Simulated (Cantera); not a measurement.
A closed system holds: 1 mol toluene, 0.033 mol CO2, 3.8 mol N2, at 75.0 Torr.

Cantera equilibrium calculation (NASA polynomials, part measured and part estimated; ideal gas, pure solids and liquids). Candidate condensed phases: C, C6H6, C7H8, C8H18, H2O; 136 gas species. Kinetics and transport are ignored.

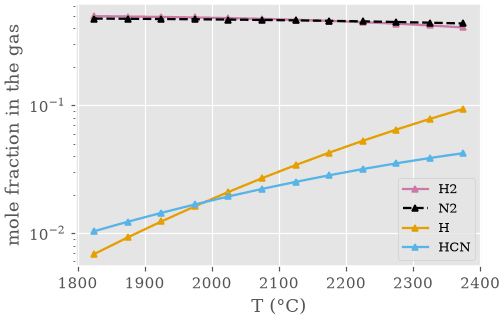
*Equilibrium gas composition (values under 1e-9 drawn at 1e-9)*

### Question
Read off the mole fractions at 2275 °C.

### Answer
N2 about 0.45, H2 about 0.43, H about 0.064, HCN about 0.035.
